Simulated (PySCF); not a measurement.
```xyz
22

C     3.7914   -1.5568   -1.1803
C     3.0635   -0.7427   -0.2347
C     2.4589   -0.0669    0.5613
Si    1.5033    0.9652    1.7500
C    -0.1022    1.4418    0.8130
O    -0.3830    2.5284    0.3664
O    -0.8818    0.3661    0.7037
C    -2.1199    0.4841   -0.0214
C    -3.0571   -0.5915    0.5064
C    -1.8486    0.3324   -1.5140
H     3.8821   -1.0338   -2.1321
H     4.7891   -1.7701   -0.7972
H     3.2653   -2.4976   -1.3417
H     2.2329    2.1863    2.0907
H     1.1209    0.1658    2.9166
H    -2.5270    1.4848    0.1771
H    -3.2005   -0.4765    1.5777
H    -4.0213   -0.5144    0.0118
H    -2.6347   -1.5751    0.3160
H    -2.7799    0.3981   -2.0698
H    -1.3812   -0.6304   -1.7083
H    -1.1808    1.1221   -1.8501
```

Geometry: GFN2-xTB.

Theory: PySCF 2.14.0, PBE0/pcSseg-1, SCF density, gas phase, non-relativistic.

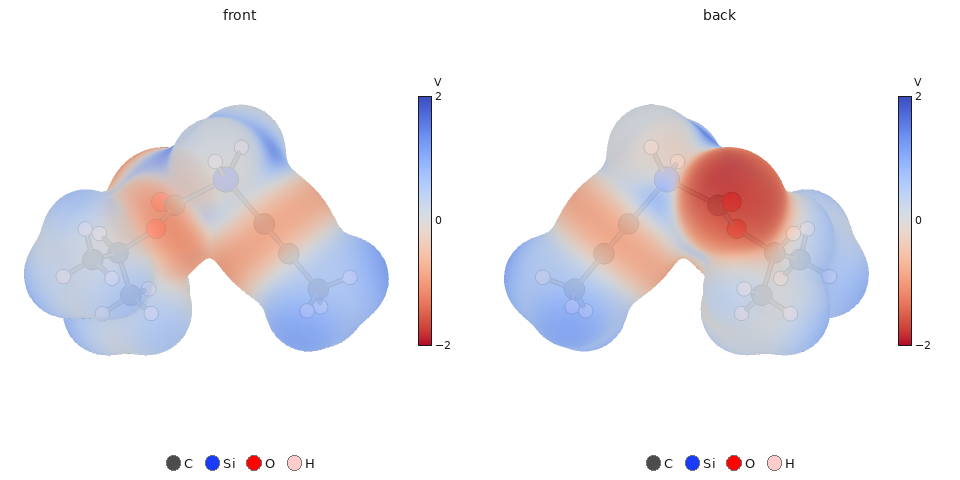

C7H12O2Si (SMILES CC#C[SiH2]C(=O)OC(C)C). The molecular electrostatic potential painted on the density surface at 0.002 e/bohr³, seen from the front and from behind; red is negative and blue positive.

Q: Where is the surface potential most negative and most positive?

A: The most negative region (about −1.8 V) lies over O6, the most positive (about +1.2 V) over Si4. O6 is the likeliest acceptor of a hydrogen bond.

Q: How polar is the molecule by this calculation?

A: Its dipole moment is 2.83 D.
